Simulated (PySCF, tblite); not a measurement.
# CH₁₁NSi₃: dynamics, then NMR shifts on frames, part 2 of 2

tblite 0.8.0 and PySCF 2.14.0. Atoms count from 0. The steps go on from the part before.

**5. NMR shieldings: 625 fs, PBE0/pcSseg-1**

The job: settings as JSON, then the geometry in Å.

```
{"job": {"kind": "nmr", "xc": "PBE0", "basis": "pcSseg-1", "pop": false}, "charge": 0, "multiplicity": 1}
C     -3.447500    -0.348400     1.105400
N     -2.754500    -0.273700    -0.140000
Si    -1.273300     0.588900    -0.372800
Si     0.419200    -0.153600     1.157200
Si     2.544600    -0.651700     0.478800
H     -3.572700     0.678500     1.319400
H     -2.860500    -0.741100     1.894600
H     -4.415700    -0.924600     1.009200
H     -2.899700    -1.180400    -0.641700
H     -0.695700     0.527100    -1.706000
H     -1.743700     1.945700    -0.088400
H      0.729200     1.078400     2.022000
H     -0.230300    -1.140700     2.079000
H      3.104500     0.494500    -0.227600
H      3.442000    -0.891300     1.639100
H      2.740400    -1.748900    -0.424700
```

Method: GIAO PBE0/pcSseg-1 NMR shielding, non-relativistic, gas phase.

Log:

```text
coarse grid: 13840 points
cycle   1  E = -967.3437901008  dE =  3.277e-02  |g| = 3.779e-01  |ddm| = 3.435e+00
cycle   2  E = -967.3117714854  dE =  3.202e-02  |g| = 5.343e-01  |ddm| = 1.046e+00
cycle   3  E = -967.3767829635  dE = -6.501e-02  |g| = 5.760e-02  |ddm| = 7.285e-01
cycle   4  E = -967.3774627779  dE = -6.798e-04  |g| = 1.695e-02  |ddm| = 7.365e-02
cycle   5  E = -967.3775281402  dE = -6.536e-05  |g| = 4.975e-03  |ddm| = 1.868e-02
cycle   6  E = -967.3775337533  dE = -5.613e-06  |g| = 6.616e-04  |ddm| = 4.579e-03
final grid: 117072 points
cycle   7  E = -967.4014643168  dE = -1.878e-05  |g| = 6.138e-03  |ddm| = 1.680e-02
cycle   8  E = -967.4014577108  dE =  6.606e-06  |g| = 8.115e-03  |ddm| = 1.473e-02
cycle   9  E = -967.4014729421  dE = -1.523e-05  |g| = 9.348e-04  |ddm| = 8.931e-03
cycle  10  E = -967.4014731159  dE = -1.738e-07  |g| = 1.906e-04  |ddm| = 9.546e-04
cycle  11  E = -967.4014731234  dE = -7.551e-09  |g| = 2.970e-05  |ddm| = 1.382e-04
cycle  12  E = -967.4014731236  dE = -2.101e-10  |g| = 8.312e-06  |ddm| = 5.459e-05
converged SCF energy = -967.4014731236

GIAO shielding tensors (ppm)
atom      isotropic    diamagn.    paramagn.     s11        s22        s33       span
  0 C      155.768     246.712     -90.945    131.656    149.030    186.616     54.960
  1 N      260.765     323.506     -62.741    221.420    236.410    324.466    103.047
  2 Si     396.433     880.903    -484.471    332.804    380.758    475.736    142.932
  3 Si     492.470     882.407    -389.936    470.970    497.296    509.145     38.175
  4 Si     465.682     880.375    -414.694    451.251    461.758    484.036     32.786
  5 H       29.456      28.840       0.616     25.010     27.371     35.988     10.978
  6 H       29.701      31.099      -1.398     24.037     29.816     35.250     11.213
  7 H       27.997      25.729       2.267     23.091     25.925     34.974     11.883
  8 H       31.300      32.975      -1.674     21.273     30.519     42.109     20.835
  9 H       26.501      30.754      -4.254     22.561     26.220     30.721      8.160
 10 H       26.564      30.846      -4.282     21.994     26.103     31.593      9.599
 11 H       27.735      29.973      -2.238     23.810     26.464     32.931      9.121
 12 H       27.908      30.677      -2.770     23.337     27.238     33.148      9.811
 13 H       28.454      29.602      -1.148     25.060     26.382     33.919      8.859
 14 H       27.817      28.403      -0.586     24.206     25.502     33.744      9.538
 15 H       28.737      29.871      -1.134     25.194     26.362     34.653      9.459
```

It took 12 s on 1 thread of AMD EPYC 7R43, shared host; peak memory 0.79 GiB.

Key values: δ C0 31.2, N1 7.0, Si2 -47.3, Si4 -116.5, H9 5.22, H10 5.15 ppm.

**6. NMR shieldings: 800 fs, PBE0/pcSseg-1**

The job: settings as JSON, then the geometry in Å.

```
{"job": {"kind": "nmr", "xc": "PBE0", "basis": "pcSseg-1", "pop": false}, "charge": 0, "multiplicity": 1}
C     -2.864500    -0.600100     1.745600
N     -2.565600    -0.185200     0.318400
Si    -1.136100     0.737400     0.178000
Si     0.629400     0.005200     1.351600
Si     2.516700    -0.798700     0.402700
H     -2.527400     0.159400     2.474700
H     -2.276600    -1.484200     2.029400
H     -3.963600    -0.836500     1.751800
H     -2.974200    -0.890300    -0.320900
H     -0.980800     0.572300    -1.329900
H     -1.504200     2.117200     0.598200
H      0.881500     1.120100     2.347500
H      0.302900    -1.126400     2.235600
H      3.300200     0.310300    -0.186600
H      3.346400    -1.446400     1.435600
H      2.360900    -1.857200    -0.569800
```

Method: GIAO PBE0/pcSseg-1 NMR shielding, non-relativistic, gas phase.

Log:

```text
coarse grid: 13840 points
cycle   1  E = -967.3392599569  dE =  4.493e-03  |g| = 3.679e-01  |ddm| = 3.417e+00
cycle   2  E = -967.3086749727  dE =  3.058e-02  |g| = 5.223e-01  |ddm| = 9.730e-01
cycle   3  E = -967.3703878298  dE = -6.171e-02  |g| = 5.571e-02  |ddm| = 6.565e-01
cycle   4  E = -967.3710062792  dE = -6.184e-04  |g| = 1.580e-02  |ddm| = 5.587e-02
cycle   5  E = -967.3710599469  dE = -5.367e-05  |g| = 5.829e-03  |ddm| = 1.670e-02
cycle   6  E = -967.3710682122  dE = -8.265e-06  |g| = 4.841e-04  |ddm| = 5.255e-03
final grid: 117072 points
cycle   7  E = -967.3959459901  dE = -1.494e-05  |g| = 5.972e-03  |ddm| = 1.680e-02
cycle   8  E = -967.3959404553  dE =  5.535e-06  |g| = 7.664e-03  |ddm| = 1.295e-02
cycle   9  E = -967.3959542612  dE = -1.381e-05  |g| = 8.216e-04  |ddm| = 7.790e-03
cycle  10  E = -967.3959543950  dE = -1.338e-07  |g| = 2.116e-04  |ddm| = 8.166e-04
cycle  11  E = -967.3959544044  dE = -9.369e-09  |g| = 2.712e-05  |ddm| = 1.491e-04
cycle  12  E = -967.3959544046  dE = -1.771e-10  |g| = 8.831e-06  |ddm| = 5.344e-05
converged SCF energy = -967.3959544046

GIAO shielding tensors (ppm)
atom      isotropic    diamagn.    paramagn.     s11        s22        s33       span
  0 C      143.614     245.383    -101.768    121.687    130.377    178.779     57.092
  1 N      257.786     322.497     -64.711    215.820    238.709    318.829    103.009
  2 Si     397.375     880.741    -483.366    310.155    417.717    464.253    154.098
  3 Si     502.849     883.203    -380.354    463.988    500.750    543.809     79.821
  4 Si     466.542     880.232    -413.690    433.515    476.644    489.468     55.953
  5 H       29.083      28.017       1.066     26.016     27.559     33.673      7.657
  6 H       28.553      29.849      -1.296     24.753     27.401     33.506      8.752
  7 H       27.704      25.125       2.579     22.311     25.761     35.041     12.731
  8 H       30.869      32.973      -2.105     22.178     28.787     41.641     19.463
  9 H       25.753      30.510      -4.757     22.023     25.247     29.988      7.965
 10 H       26.143      29.857      -3.714     20.899     25.735     31.794     10.895
 11 H       28.121      29.785      -1.664     24.146     26.251     33.965      9.819
 12 H       28.147      31.460      -3.313     23.698     27.670     33.075      9.377
 13 H       28.075      28.677      -0.602     24.498     25.694     34.033      9.535
 14 H       28.004      28.545      -0.541     24.324     25.806     33.881      9.557
 15 H       28.491      29.675      -1.184     25.081     26.448     33.942      8.861
```

It took 13 s on 1 thread of AMD EPYC 7R43, shared host; peak memory 0.79 GiB.

Key values: δ C0 43.3, N1 9.9, Si2 -48.2, Si4 -117.4, H9 5.96, H10 5.57 ppm.

**7. Shielding tensors: 1000 fs, PBE0/pcSseg-1**

The job: settings as JSON, then the geometry in Å.

```
{"job": {"kind": "nmr", "xc": "PBE0", "basis": "pcSseg-1", "pop": false}, "charge": 0, "multiplicity": 1}
C     -3.037600    -0.161600     2.070800
N     -2.613800     0.403400     0.737200
Si    -1.166600     1.100400     0.247400
Si     0.559000     0.094500     1.328200
Si     2.096000    -0.795400    -0.245100
H     -2.069300    -0.504800     2.590200
H     -3.585500    -1.109200     1.878200
H     -3.553000     0.587800     2.723700
H     -3.435200     0.667100     0.228700
H     -1.205100     0.831200    -1.188700
H     -1.249600     2.556100     0.296200
H      1.435900     1.023500     2.104300
H      0.196700    -1.006300     2.255500
H      3.236000     0.024600    -0.546200
H      2.661400    -2.086500     0.087300
H      1.346700    -0.919700    -1.462000
```

With the program's defaults for keys left out, this is: GIAO PBE0/pcSseg-1 NMR shielding, non-relativistic, gas phase.

Log:

```text
coarse grid: 13840 points
cycle   1  E = -967.3427605528  dE = -1.785e-03  |g| = 3.739e-01  |ddm| = 3.414e+00
cycle   2  E = -967.3175360224  dE =  2.522e-02  |g| = 5.083e-01  |ddm| = 8.479e-01
cycle   3  E = -967.3742511039  dE = -5.672e-02  |g| = 5.009e-02  |ddm| = 5.446e-01
cycle   4  E = -967.3747725692  dE = -5.215e-04  |g| = 1.246e-02  |ddm| = 5.612e-02
cycle   5  E = -967.3748075087  dE = -3.494e-05  |g| = 5.169e-03  |ddm| = 1.579e-02
cycle   6  E = -967.3748141945  dE = -6.686e-06  |g| = 5.553e-04  |ddm| = 4.717e-03
final grid: 117072 points
cycle   7  E = -967.3994386836  dE = -1.823e-05  |g| = 5.679e-03  |ddm| = 1.868e-02
cycle   8  E = -967.3994344045  dE =  4.279e-06  |g| = 7.062e-03  |ddm| = 1.123e-02
cycle   9  E = -967.3994461496  dE = -1.175e-05  |g| = 6.821e-04  |ddm| = 6.652e-03
cycle  10  E = -967.3994462380  dE = -8.834e-08  |g| = 2.072e-04  |ddm| = 6.965e-04
cycle  11  E = -967.3994462470  dE = -9.091e-09  |g| = 3.164e-05  |ddm| = 1.524e-04
cycle  12  E = -967.3994462473  dE = -2.144e-10  |g| = 8.998e-06  |ddm| = 4.956e-05
converged SCF energy = -967.3994462473

GIAO shielding tensors (ppm)
atom      isotropic    diamagn.    paramagn.     s11        s22        s33       span
  0 C      144.033     246.456    -102.424    124.787    130.034    177.278     52.491
  1 N      260.748     320.883     -60.135    214.481    237.100    330.664    116.183
  2 Si     393.897     881.044    -487.148    341.489    363.380    476.822    135.333
  3 Si     498.729     882.162    -383.433    482.874    498.395    514.918     32.044
  4 Si     463.997     881.183    -417.186    438.434    462.106    491.451     53.017
  5 H       27.634      28.976      -1.341     22.516     29.364     31.022      8.505
  6 H       27.945      27.318       0.628     23.256     25.796     34.783     11.527
  7 H       28.027      25.642       2.386     23.516     25.626     34.940     11.424
  8 H       32.646      32.069       0.577     21.370     31.891     44.677     23.307
  9 H       26.588      31.560      -4.972     23.099     25.375     31.290      8.191
 10 H       26.472      30.323      -3.851     22.185     24.929     32.301     10.116
 11 H       28.176      29.500      -1.325     24.081     26.077     34.368     10.287
 12 H       27.972      30.470      -2.498     23.550     27.142     33.223      9.673
 13 H       28.686      30.187      -1.502     25.190     26.241     34.625      9.435
 14 H       28.388      29.857      -1.469     24.809     25.910     34.447      9.637
 15 H       28.724      30.731      -2.007     24.580     27.496     34.095      9.515
```

It took 13 s on 1 thread of AMD EPYC 7R43, shared host; peak memory 0.79 GiB.

Key values: δ C0 42.9, N1 7.0, Si2 -44.7, Si4 -114.8, H10 5.25, H9 5.13 ppm.

**8. Comparing the runs: NMR shifts**

Shifts (ppm) of some atoms, chosen among heavy atoms and hydrogens apart, with basis size and wall time:

| frame | C0 | H5 | H7 | N1 | Si2 | Si4 | Si3 | functions | time |
| --- | --- | --- | --- | --- | --- | --- | --- | --- | --- |
| 250 fs | 26.9 | 2.44 | 1.22 | 7.0 | -26.8 | -122.1 | -137.4 | 161 | 13 s |
| 425 fs | 35.0 | 2.34 | 3.63 | 0.7 | -54.2 | -119.7 | -144.6 | 161 | 13 s |
| 625 fs | 31.2 | 2.26 | 3.72 | 7.0 | -47.3 | -116.5 | -143.3 | 161 | 12 s |
| 800 fs | 43.3 | 2.63 | 4.01 | 9.9 | -48.2 | -117.4 | -153.7 | 161 | 13 s |
| 1000 fs | 42.9 | 4.08 | 3.69 | 7.0 | -44.7 | -114.8 | -149.6 | 161 | 13 s |

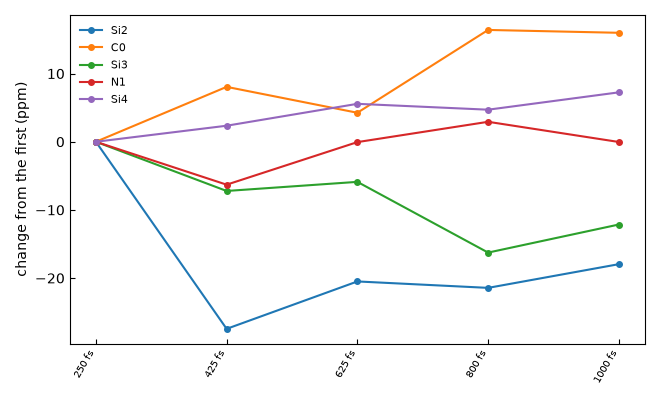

How five of the tabulated atoms move from run to run.

**9. What came out**

The summary covers parts 1 to 2.

| quantity | value |
| --- | --- |
| thermostat | 300 K |
| mean temperature, second half | 272 K |
| mean potential energy above the minimum | 0.49 eV |
| 13C shifts against TMS (PBE0/pcSseg-1, 250 fs) | 26.9 ppm |
| 1H shifts against TMS (PBE0/pcSseg-1, 250 fs) | 5.30, 5.15, 4.11, 3.93, 3.91, 3.45, 3.19, 2.44, 2.12, 1.22, -0.45 ppm |
| 15N shifts against NH3 (PBE0/pcSseg-1, 250 fs) | 7.0 ppm |
| 29Si shifts against TMS (PBE0/pcSseg-1, 250 fs) | -26.8, -122.1, -137.4 ppm |
| range of the shift of Si2 | -54.2 to -26.8 ppm |

**Reading.** In the second half the potential energy averages 0.49 eV above the minimum; equipartition over 42 harmonic modes at 300 K would give 0.54 eV. With 16 atoms the temperature swings widely (169 to 420 K). Shifts at one fixed geometry are not the observed spectrum, which averages over the motion. In the first frame run (250 fs): The largest span, 182 ppm, is at Si2, where the paramagnetic term is -505 ppm. In ppm, Si2 moves most: its shift spreads over 27.5 ppm, from -54.2 (425 fs) to -26.8 (250 fs).
